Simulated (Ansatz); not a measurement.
# SiCCl (quartet): wB97M-V, B2PLYP over vertical spin and charge gaps, def2-QZVPP

How well do these functionals follow the top wave-function level for SiCCl (quartet) over vertical spin and charge gaps?

Computed with Ansatz 0.2.0, Gaussian basis. Level: def2-QZVPP, all electrons in the functionals, frozen cores in the correlation of double hybrids and RPA.

The runs, in order: wB97M-V, B2PLYP, at charge 0, quartet; charge 0, doublet; charge 0, sextet; charge 1, triplet; charge 1, quintet.

3 further runs of the same task are left out: 1 that didn't finish, 2 set aside as unsound or not needed.

## 1. What is computed

The geometry is a PBE0/def2-TZVP stationary point (not a proven minimum).

3 atoms, charge 0, spin multiplicity 4.

Atoms are counted from 1 here; the program's logs count them from 0.

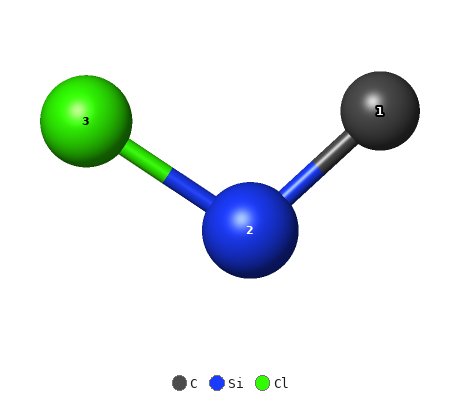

The geometry (carbon dark grey, silicon blue, chlorine green); atoms are numbered from 1 in the order of the file.

No dispersion term is added; wB97M-V holds VV10 nonlocal correlation.

The geometry shown and the zero of energy belong to the point charge 0, quartet. The yardstick, UCCSD(T), and other wave-function levels (R restricted, U unrestricted, valence and pair active spaces) come from earlier runs.

## 2. wB97M-V, charge 0, quartet

in.yaml

```yaml
crystal:
  periodic: [false, false, false]
  atoms:
    - {symbol: C, position_ang: [0.000000, -0.896812, 1.818922]}
    - {symbol: Si, position_ang: [0.000000, 0.607235, 0.728623]}
    - {symbol: Cl, position_ang: [0.000000, -0.177225, -1.193419]}
basis:
  gaussian: {orbitals: "def2-QZVPP.json"}
magnetization: {spin_polarized: true, initial_magnetization: 3}
hamiltonian: {xc: {name: wB97M-V}}
output: {orbitals: {seedname: orbitals}}
```

Started as:

```console
> ansatz run in.yaml --threads 1 --pin off --events-out ev --progress --plain --max-ram 2393MiB
```

Output (excerpt; [...] marks lines left out):

```text
Functional definition: wB97M-V
  name "wB97M-V"
  cite "Mardirossian & Head-Gordon, J. Chem. Phys. 144, 214110 (2016) doi:10.1063/1.4952647"
  cite "Becke, J. Chem. Phys. 107, 8554 (1997) doi:10.1063/1.475007"
  cite "Vydrov & Van Voorhis, J. Chem. Phys. 133, 244103 (2010) doi:10.1063/1.3521275"
  # Of w^i u^j: cxij and so on, Table III.
[...]
  gx(w, u) = 1 - cx + cx01*u + cx10*w
  gss(w, u) = css00 + css04*u^4 + css10*w + css20*w^2 + css43*w^4*u^3
  gos(w, u) = cos00 + cos10*w + (cos20 + cos21*u)*w^2 + (cos60 + cos61*u)*w^6
[...]
      + integral(e_c_pw_mod_opposite_spin*gos(b97_w_opposite, b97_u_opposite)) + vv10(b, c)
870 factors; their error is unknown
145 factors; integrals over basis functions are off by at most 1.2e-4 eV
[...]
mean field -21432.42872954 eV, -787.6272283887 hartree, gradient 8.0e-5 eV, S^2 3.756974; 0 other end points of the search recorded, 0 dependent functions left out
reference -21432.42876929 eV, -787.6272298496 hartree; 20, 17 occupied and 177, 180 virtual orbitals, 870 factors
Total energy: -21432.42876929 eV, -787.6272298496 hartree
```

It took 21 s on 1 thread of Arm Neoverse V2, shared host; peak memory 0.57 GiB.

From the report: ⟨S²⟩ of the determinant 3.757 (pure quartet: 3.75).

## 3. wB97M-V, charge 0, doublet

Changes to in.yaml since step 2:

```diff
@@ -8,3 +8,3 @@
   gaussian: {orbitals: "def2-QZVPP.json"}
-magnetization: {spin_polarized: true, initial_magnetization: 3}
+magnetization: {spin_polarized: true, initial_magnetization: 1}
 hamiltonian: {xc: {name: wB97M-V}}
```

Launched as before.

Output (excerpt; [...] marks lines left out):

```text
Functional definition: wB97M-V
  name "wB97M-V"
  cite "Mardirossian & Head-Gordon, J. Chem. Phys. 144, 214110 (2016) doi:10.1063/1.4952647"
  cite "Becke, J. Chem. Phys. 107, 8554 (1997) doi:10.1063/1.475007"
  cite "Vydrov & Van Voorhis, J. Chem. Phys. 133, 244103 (2010) doi:10.1063/1.3521275"
  # Of w^i u^j: cxij and so on, Table III.
[...]
  gx(w, u) = 1 - cx + cx01*u + cx10*w
  gss(w, u) = css00 + css04*u^4 + css10*w + css20*w^2 + css43*w^4*u^3
  gos(w, u) = cos00 + cos10*w + (cos20 + cos21*u)*w^2 + (cos60 + cos61*u)*w^6
[...]
      + integral(e_c_pw_mod_opposite_spin*gos(b97_w_opposite, b97_u_opposite)) + vv10(b, c)
870 factors; their error is unknown
145 factors; integrals over basis functions are off by at most 1.2e-4 eV
[...]
mean field -21432.13174922 eV, -787.6163145631 hartree, gradient 4.8e-6 eV, S^2 1.196498; 10 other end points of the search recorded, 0 dependent functions left out
reference -21432.13178898 eV, -787.6163160242 hartree; 19, 18 occupied and 178, 179 virtual orbitals, 870 factors
Total energy: -21432.13178898 eV, -787.6163160242 hartree
```

It took 4.1 min on 1 thread of Arm Neoverse V2, shared host; peak memory 0.79 GiB.

From the report: ⟨S²⟩ of the determinant 1.196 (pure doublet: 0.75).

From charge 0, quartet: +6.8 kcal/mol.

## 4. wB97M-V, charge 0, sextet

Changes to in.yaml since step 3:

```diff
@@ -8,3 +8,3 @@
   gaussian: {orbitals: "def2-QZVPP.json"}
-magnetization: {spin_polarized: true, initial_magnetization: 1}
+magnetization: {spin_polarized: true, initial_magnetization: 5}
 hamiltonian: {xc: {name: wB97M-V}}
```

Same command.

Output (excerpt; [...] marks lines left out):

```text
Functional definition: wB97M-V
  name "wB97M-V"
  cite "Mardirossian & Head-Gordon, J. Chem. Phys. 144, 214110 (2016) doi:10.1063/1.4952647"
  cite "Becke, J. Chem. Phys. 107, 8554 (1997) doi:10.1063/1.475007"
  cite "Vydrov & Van Voorhis, J. Chem. Phys. 133, 244103 (2010) doi:10.1063/1.3521275"
  # Of w^i u^j: cxij and so on, Table III.
[...]
  gx(w, u) = 1 - cx + cx01*u + cx10*w
  gss(w, u) = css00 + css04*u^4 + css10*w + css20*w^2 + css43*w^4*u^3
  gos(w, u) = cos00 + cos10*w + (cos20 + cos21*u)*w^2 + (cos60 + cos61*u)*w^6
[...]
      + integral(e_c_pw_mod_opposite_spin*gos(b97_w_opposite, b97_u_opposite)) + vv10(b, c)
870 factors; their error is unknown
145 factors; integrals over basis functions are off by at most 1.2e-4 eV
[...]
mean field -21428.77705941 eV, -787.4930319864 hartree, gradient 4.2e-5 eV, S^2 8.753759; 0 other end points of the search recorded, 0 dependent functions left out
reference -21428.77709864 eV, -787.4930334283 hartree; 21, 16 occupied and 176, 181 virtual orbitals, 870 factors
Total energy: -21428.77709864 eV, -787.4930334283 hartree
```

Wall time 22 s (1 thread of Arm Neoverse V2, shared host); peak memory 0.57 GiB.

From the report: ⟨S²⟩ of the determinant 8.754 (pure sextet: 8.75).

From charge 0, quartet: +84.2 kcal/mol.

## 5. wB97M-V, charge 1, triplet

Changes to in.yaml since step 4:

```diff
@@ -8,3 +8,4 @@
   gaussian: {orbitals: "def2-QZVPP.json"}
-magnetization: {spin_polarized: true, initial_magnetization: 5}
+total_charge: 1
+magnetization: {spin_polarized: true, initial_magnetization: 2}
 hamiltonian: {xc: {name: wB97M-V}}
```

Same command.

Output (excerpt; [...] marks lines left out):

```text
Functional definition: wB97M-V
  name "wB97M-V"
  cite "Mardirossian & Head-Gordon, J. Chem. Phys. 144, 214110 (2016) doi:10.1063/1.4952647"
  cite "Becke, J. Chem. Phys. 107, 8554 (1997) doi:10.1063/1.475007"
  cite "Vydrov & Van Voorhis, J. Chem. Phys. 133, 244103 (2010) doi:10.1063/1.3521275"
  # Of w^i u^j: cxij and so on, Table III.
[...]
  gx(w, u) = 1 - cx + cx01*u + cx10*w
  gss(w, u) = css00 + css04*u^4 + css10*w + css20*w^2 + css43*w^4*u^3
  gos(w, u) = cos00 + cos10*w + (cos20 + cos21*u)*w^2 + (cos60 + cos61*u)*w^6
[...]
      + integral(e_c_pw_mod_opposite_spin*gos(b97_w_opposite, b97_u_opposite)) + vv10(b, c)
870 factors; their error is unknown
145 factors; integrals over basis functions are off by at most 1.2e-4 eV
[...]
mean field -21423.14929700 eV, -787.2862155327 hartree, gradient 1.3e-5 eV, S^2 2.010747; 3 other end points of the search recorded, 0 dependent functions left out
reference -21423.14934164 eV, -787.2862171732 hartree; 19, 17 occupied and 178, 180 virtual orbitals, 870 factors
Total energy: -21423.14934164 eV, -787.2862171732 hartree
```

Run time: 72 s. Hardware: 1 thread of Arm Neoverse V2, shared host; peak memory 0.74 GiB.

From the report: ⟨S²⟩ of the determinant 2.011 (pure triplet: 2.00).

From charge 0, quartet: +214.0 kcal/mol.

## 6. wB97M-V, charge 1, quintet

Changes to in.yaml since step 5:

```diff
@@ -9,3 +9,3 @@
 total_charge: 1
-magnetization: {spin_polarized: true, initial_magnetization: 2}
+magnetization: {spin_polarized: true, initial_magnetization: 4}
 hamiltonian: {xc: {name: wB97M-V}}
```

Same command.

Output (excerpt; [...] marks lines left out):

```text
Functional definition: wB97M-V
  name "wB97M-V"
  cite "Mardirossian & Head-Gordon, J. Chem. Phys. 144, 214110 (2016) doi:10.1063/1.4952647"
  cite "Becke, J. Chem. Phys. 107, 8554 (1997) doi:10.1063/1.475007"
  cite "Vydrov & Van Voorhis, J. Chem. Phys. 133, 244103 (2010) doi:10.1063/1.3521275"
  # Of w^i u^j: cxij and so on, Table III.
[...]
  gx(w, u) = 1 - cx + cx01*u + cx10*w
  gss(w, u) = css00 + css04*u^4 + css10*w + css20*w^2 + css43*w^4*u^3
  gos(w, u) = cos00 + cos10*w + (cos20 + cos21*u)*w^2 + (cos60 + cos61*u)*w^6
[...]
      + integral(e_c_pw_mod_opposite_spin*gos(b97_w_opposite, b97_u_opposite)) + vv10(b, c)
870 factors; their error is unknown
145 factors; integrals over basis functions are off by at most 1.2e-4 eV
[...]
mean field -21421.96795915 eV, -787.2428021674 hartree, gradient 3.0e-5 eV, S^2 6.005645; 0 other end points of the search recorded, 0 dependent functions left out
reference -21421.96800300 eV, -787.2428037787 hartree; 20, 16 occupied and 177, 181 virtual orbitals, 870 factors
Total energy: -21421.96800300 eV, -787.2428037787 hartree
```

Wall time 24 s (1 thread of Arm Neoverse V2, shared host); peak memory 0.56 GiB.

From the report: ⟨S²⟩ of the determinant 6.006 (pure quintet: 6.00).

From charge 0, quartet: +241.2 kcal/mol.

## 7. B2PLYP, charge 0, quartet

in.yaml

```yaml
crystal:
  periodic: [false, false, false]
  atoms:
    - {symbol: C, position_ang: [0.000000, -0.896812, 1.818922]}
    - {symbol: Si, position_ang: [0.000000, 0.607235, 0.728623]}
    - {symbol: Cl, position_ang: [0.000000, -0.177225, -1.193419]}
basis:
  gaussian: {orbitals: "def2-QZVPP.json"}
magnetization: {spin_polarized: true, initial_magnetization: 3}
hamiltonian: {xc: {name: B2PLYP}}
correlation: {electrons: outside_noble_gas}
```

Launched as before.

Output (excerpt; [...] marks lines left out):

```text
Functional definition: B2PLYP
  name "B2PLYP"
  cite "Grimme, J. Chem. Phys. 124, 034108 (2006) doi:10.1063/1.2148954"
  cite "Becke, Phys. Rev. A 38, 3098 (1988) doi:10.1103/PhysRevA.38.3098"
  cite "Lee, Yang & Parr, Phys. Rev. B 37, 785 (1988) doi:10.1103/PhysRevB.37.785"
[...]
1178 factors; integrals over basis functions are off by at most 1.1e-3 eV
[...]
mean field -21422.72054465 eV, -787.2704591745 hartree, gradient 4.4e-6 eV, S^2 3.763749; 2 other end points of the search recorded, 0 dependent functions left out
11 core orbitals not correlated: weight in the atoms' cores, before any rotation towards them, 1.000 or more for the frozen orbitals, at most 0.000 for the correlated occupied ones
reference -21422.72067542 eV, -787.2704639800 hartree; 9, 6 occupied and 177, 180 virtual orbitals, 1178 factors
second order -13.42899751 eV of doubles, -0.00000000 eV of singles
Total energy: -21426.34650475 eV, -787.4037107501 hartree
```

It took 16 s on 1 thread of Arm Neoverse V2, shared host; peak memory 0.47 GiB.

From the report: ⟨S²⟩ of the determinant 3.764 (pure quartet: 3.75).

## 8. B2PLYP, charge 0, doublet

Changes to in.yaml since step 7:

```diff
@@ -8,3 +8,3 @@
   gaussian: {orbitals: "def2-QZVPP.json"}
-magnetization: {spin_polarized: true, initial_magnetization: 3}
+magnetization: {spin_polarized: true, initial_magnetization: 1}
 hamiltonian: {xc: {name: B2PLYP}}
```

The command is unchanged.

Output (excerpt; [...] marks lines left out):

```text
Functional definition: B2PLYP
  name "B2PLYP"
  cite "Grimme, J. Chem. Phys. 124, 034108 (2006) doi:10.1063/1.2148954"
  cite "Becke, Phys. Rev. A 38, 3098 (1988) doi:10.1103/PhysRevA.38.3098"
  cite "Lee, Yang & Parr, Phys. Rev. B 37, 785 (1988) doi:10.1103/PhysRevB.37.785"
[...]
1178 factors; integrals over basis functions are off by at most 1.1e-3 eV
[...]
mean field -21422.51389230 eV, -787.2628648407 hartree, gradient 9.7e-8 eV, S^2 1.528408; 11 other end points of the search recorded, 0 dependent functions left out
11 core orbitals not correlated: weight in the atoms' cores, before any rotation towards them, 1.000 or more for the frozen orbitals, at most 0.000 for the correlated occupied ones
reference -21422.51402267 eV, -787.2628696317 hartree; 8, 7 occupied and 178, 179 virtual orbitals, 1178 factors
second order -13.40963004 eV of doubles, -0.00000000 eV of singles
Total energy: -21426.13462278 eV, -787.3959242316 hartree
```

Run time: 2.4 min. Hardware: 1 thread of Arm Neoverse V2, shared host; peak memory 0.58 GiB.

From the report: ⟨S²⟩ of the determinant 1.528 (pure doublet: 0.75). The determinant is far from a pure spin state, so its energy mixes those of several spin states (harmless only where they are near-degenerate, as at dissociation).

From charge 0, quartet: +4.9 kcal/mol.

## 9. B2PLYP, charge 0, sextet

Changes to in.yaml since step 8:

```diff
@@ -8,3 +8,3 @@
   gaussian: {orbitals: "def2-QZVPP.json"}
-magnetization: {spin_polarized: true, initial_magnetization: 1}
+magnetization: {spin_polarized: true, initial_magnetization: 5}
 hamiltonian: {xc: {name: B2PLYP}}
```

The command is unchanged.

Output (excerpt; [...] marks lines left out):

```text
Functional definition: B2PLYP
  name "B2PLYP"
  cite "Grimme, J. Chem. Phys. 124, 034108 (2006) doi:10.1063/1.2148954"
  cite "Becke, Phys. Rev. A 38, 3098 (1988) doi:10.1103/PhysRevA.38.3098"
  cite "Lee, Yang & Parr, Phys. Rev. B 37, 785 (1988) doi:10.1103/PhysRevB.37.785"
[...]
1178 factors; integrals over basis functions are off by at most 1.1e-3 eV
[...]
mean field -21419.72031806 eV, -787.1602028809 hartree, gradient 6.3e-6 eV, S^2 8.756815; 0 other end points of the search recorded, 0 dependent functions left out
11 core orbitals not correlated: weight in the atoms' cores, before any rotation towards them, 1.000 or more for the frozen orbitals, at most 0.000 for the correlated occupied ones
reference -21419.72045265 eV, -787.1602078270 hartree; 10, 5 occupied and 176, 181 virtual orbitals, 1178 factors
second order -11.84467421 eV of doubles, -0.00000000 eV of singles
Total energy: -21422.91851469 eV, -787.2777344391 hartree
```

Wall time 13 s (1 thread of Arm Neoverse V2, shared host); peak memory 0.47 GiB.

From the report: ⟨S²⟩ of the determinant 8.757 (pure sextet: 8.75).

From charge 0, quartet: +79.1 kcal/mol.

## 10. B2PLYP, charge 1, triplet

Changes to in.yaml since step 9:

```diff
@@ -8,3 +8,4 @@
   gaussian: {orbitals: "def2-QZVPP.json"}
-magnetization: {spin_polarized: true, initial_magnetization: 5}
+total_charge: 1
+magnetization: {spin_polarized: true, initial_magnetization: 2}
 hamiltonian: {xc: {name: B2PLYP}}
```

The command is unchanged.

Output (excerpt; [...] marks lines left out):

```text
Functional definition: B2PLYP
  name "B2PLYP"
  cite "Grimme, J. Chem. Phys. 124, 034108 (2006) doi:10.1063/1.2148954"
  cite "Becke, Phys. Rev. A 38, 3098 (1988) doi:10.1103/PhysRevA.38.3098"
  cite "Lee, Yang & Parr, Phys. Rev. B 37, 785 (1988) doi:10.1103/PhysRevB.37.785"
[...]
1178 factors; integrals over basis functions are off by at most 1.1e-3 eV
[...]
mean field -21413.63795723 eV, -786.9366802433 hartree, gradient 2.8e-6 eV, S^2 2.183492; 6 other end points of the search recorded, 0 dependent functions left out
11 core orbitals not correlated: weight in the atoms' cores, before any rotation towards them, 1.000 or more for the frozen orbitals, at most 0.000 for the correlated occupied ones
reference -21413.63809826 eV, -786.9366854258 hartree; 8, 6 occupied and 178, 180 virtual orbitals, 1178 factors
second order -12.92266821 eV of doubles, -0.00000000 eV of singles
Total energy: -21417.12721868 eV, -787.0649082361 hartree
```

It took 34 s on 1 thread of Arm Neoverse V2, shared host; peak memory 0.47 GiB.

From the report: ⟨S²⟩ of the determinant 2.183 (pure triplet: 2.00).

From charge 0, quartet: +212.6 kcal/mol.

## 11. B2PLYP, charge 1, quintet

Changes to in.yaml since step 10:

```diff
@@ -9,3 +9,3 @@
 total_charge: 1
-magnetization: {spin_polarized: true, initial_magnetization: 2}
+magnetization: {spin_polarized: true, initial_magnetization: 4}
 hamiltonian: {xc: {name: B2PLYP}}
```

The command is unchanged.

Output (excerpt; [...] marks lines left out):

```text
Functional definition: B2PLYP
  name "B2PLYP"
  cite "Grimme, J. Chem. Phys. 124, 034108 (2006) doi:10.1063/1.2148954"
  cite "Becke, Phys. Rev. A 38, 3098 (1988) doi:10.1103/PhysRevA.38.3098"
  cite "Lee, Yang & Parr, Phys. Rev. B 37, 785 (1988) doi:10.1103/PhysRevB.37.785"
[...]
1178 factors; integrals over basis functions are off by at most 1.1e-3 eV
[...]
mean field -21412.76995139 eV, -786.9047816167 hartree, gradient 7.8e-6 eV, S^2 6.010295; 0 other end points of the search recorded, 0 dependent functions left out
11 core orbitals not correlated: weight in the atoms' cores, before any rotation towards them, 1.000 or more for the frozen orbitals, at most 0.000 for the correlated occupied ones
reference -21412.77009355 eV, -786.9047868409 hartree; 9, 5 occupied and 177, 181 virtual orbitals, 1178 factors
second order -11.94770689 eV of doubles, -0.00000000 eV of singles
Total energy: -21415.99597441 eV, -787.0233357760 hartree
```

Wall time 13 s (1 thread of Arm Neoverse V2, shared host); peak memory 0.47 GiB.

From the report: ⟨S²⟩ of the determinant 6.010 (pure quintet: 6.00).

From charge 0, quartet: +238.7 kcal/mol.

## 12. The comparison

No level is safe as a reference over these points; UCCSD(T) serves as a yardstick only. It comes from earlier runs at the same points. Energies in kcal/mol, counted from charge 0, quartet; blanks weren't run or aren't comparable.

| level | quartet to doublet | quartet to sextet | ionisation to the triplet cation | ionisation to the quintet cation |
| --- | --- | --- | --- | --- |
| UCCSD(T) |  | 75.5 | 211.8 | 239.6 |
| wB97M-V | 6.8 | 84.2 | 214.0 | 241.2 |
| B2PLYP | 4.9 | 79.1 | 212.6 | 238.7 |

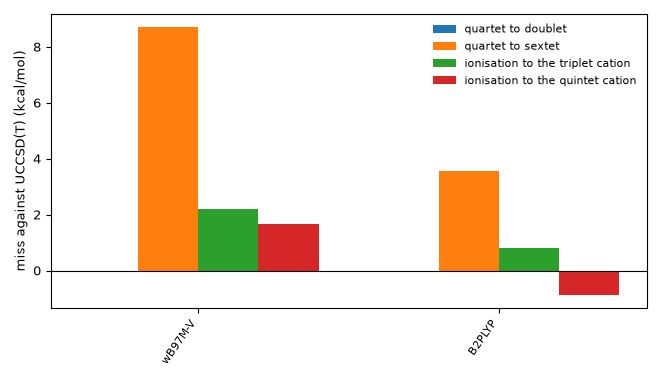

Misses of the gaps against UCCSD(T).

Largest miss and mean time a point (UCCSD(T) took 2.2 min a point; shared hosts):

| level | largest miss (kcal/mol) | where | time a point |
| --- | --- | --- | --- |
| wB97M-V | +8.7 | quartet to sextet | 77 s |
| B2PLYP | +3.6 | quartet to sextet | 44 s |

## 13. Results

| quantity | value |
| --- | --- |
| quartet to sextet, UCCSD(T) | 75.5 kcal/mol |
| ionisation to the triplet cation, UCCSD(T) | 211.8 kcal/mol |
| ionisation to the quintet cation, UCCSD(T) | 239.6 kcal/mol |
| largest miss, wB97M-V | +8.7 kcal/mol (quartet to sextet) |
| largest miss, B2PLYP | +3.6 kcal/mol (quartet to sextet) |

Misses are known at 3 of 4 points at best, and only functionals with that many are ranked. Of the functionals, B2PLYP keep the smallest largest miss at the points compared (at most 3.6 kcal/mol) and wB97M-V strays most (8.7 kcal/mol, at quartet to sextet). wB97M-V, B2PLYP clearly break the spin symmetry at some points (⟨S²⟩ up to 0.78 above the pure value), so energy there is bought with a mixed spin. Functionals and the yardstick converge differently with the basis, so part of each miss in def2-QZVPP is the basis. The yardstick itself may be off where one determinant is a poor start.
